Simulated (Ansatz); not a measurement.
# CH₃F₃Sn: vertical ionisation energy

How much energy removes an electron from CH₃F₃Sn at fixed geometry? The cation is run at each level and the neutral's energy taken from earlier runs.

Method: unrestricted cation, the program's frozen cores in correlated methods; program: Ansatz 0.2.0, Gaussian basis.

The runs, in order: UKS PBE-D4/def2-TZVPP; UKS r2SCAN-D4/def2-TZVPP; UKS PBE0-D4/def2-TZVPP; UKS B3LYP-D4/def2-TZVPP; UKS wB97X-V/def2-TZVPP; UKS wB97M-V/def2-TZVPP; UKS B2PLYP/def2-TZVPP; UHF-CCSD(T)/def2-TZVPP; UHF-MP2/def2-QZVPP; extrapolation to the limit; then −ε(HOMO) from the neutral's earlier runs with LDA (SPW92), PBE-D4, revPBE-D4, BLYP-D4, r2SCAN-D4, B97M-V, PBE0-D4, B3LYP-D4, r2SCANh-D4, r2SCAN0-D4, HSE06-D4, BHLYP-D4, CAM-B3LYP-D4, LC-ωPBE, ωB97X-V, ωB97M-V.

### Step 1. The geometry

All runs share one geometry, relaxed beforehand with PBE0-D4 in a triple-zeta def2 set. Sn takes the def2 core potential; no spin-orbit term is included.

SMILES `F[C](F)(F)[SnH3]`, 8 atoms, charge 0, spin multiplicity 1.

Atoms are counted from 1 here; the program's logs count them from 0.

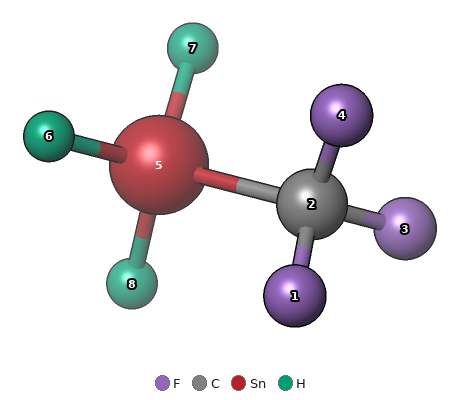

The structure; fluorine purple, carbon grey, tin red, hydrogen teal; atoms are numbered from 1 in the order of the file.

### Step 2. Cation, UKS PBE-D4/def2-TZVPP

File in.yaml:

```yaml
crystal:
  periodic: [false, false, false]
  atoms:
    - {symbol: F, position_ang: [0.798966, -1.026055, 1.564398]}
    - {symbol: C, position_ang: [0.805526, -0.719998, 0.254938]}
    - {symbol: F, position_ang: [0.684396, -1.879965, -0.414536]}
    - {symbol: F, position_ang: [2.029565, -0.237839, -0.023988]}
    - {symbol: Sn, position_ang: [-0.787861, 0.710299, -0.270523]}
    - {symbol: H, position_ang: [-0.512642, 2.116334, 0.643121]}
    - {symbol: H, position_ang: [-0.659276, 1.004935, -1.939095]}
    - {symbol: H, position_ang: [-2.266574, -0.024910, 0.129886]}
basis:
  gaussian: {orbitals: def2-TZVPP}
total_charge: 1
magnetization: {spin_polarized: true, initial_magnetization: 1}
hamiltonian: {xc: pbe, dispersion: d4}
```

Launch:

```console
$ ansatz run in.yaml --threads 2 --pin off --events-out ev --progress --plain --max-ram 22528MiB --backend cpu
```

The runs that follow: Cation, UKS r2SCAN-D4/def2-TZVPP; Cation, UKS PBE0-D4/def2-TZVPP; Cation, UKS B3LYP-D4/def2-TZVPP; Cation, UKS wB97X-V/def2-TZVPP; Cation, UKS wB97M-V/def2-TZVPP; Cation, UKS B2PLYP (frozen core)/def2-TZVPP; Cation, UHF-CCSD(T)/def2-TZVPP; Cation, UHF-MP2/def2-QZVPP.

Before running them: what should the planned runs give, taken together? Wanted: ionisation energy, CCSD(T)/CBS; nearest functional by difference; nearest −ε(HOMO); −ε(HOMO) of PBE; T1 of the cation.

As calculated:

| quantity | value |
| --- | --- |
| ionisation energy, CCSD(T)/CBS | 11.43 eV |
| nearest functional by difference | ωB97X-V (-0.27 eV) |
| nearest −ε(HOMO) | LC-ωPBE (+0.08 eV) |
| −ε(HOMO) of PBE | 7.43 eV |
| T1 of the cation | 0.018 |

**Reading.** Energy differences with functionals land within 0.77 eV of the reference. −ε(HOMO) of PBE misses by 4.0 eV, since self-interaction lifts the level. Among orbital estimates LC-ωPBE comes nearest. Hartree-Fock falls 0.62 eV short, as the neutral has more correlation energy than the cation. Correlated methods include outer-core shells of Sn, which these sets cover unevenly. With outer-core shells in play the reference is unsure by up to some tenths of an eV, so close misses can't be ranked.
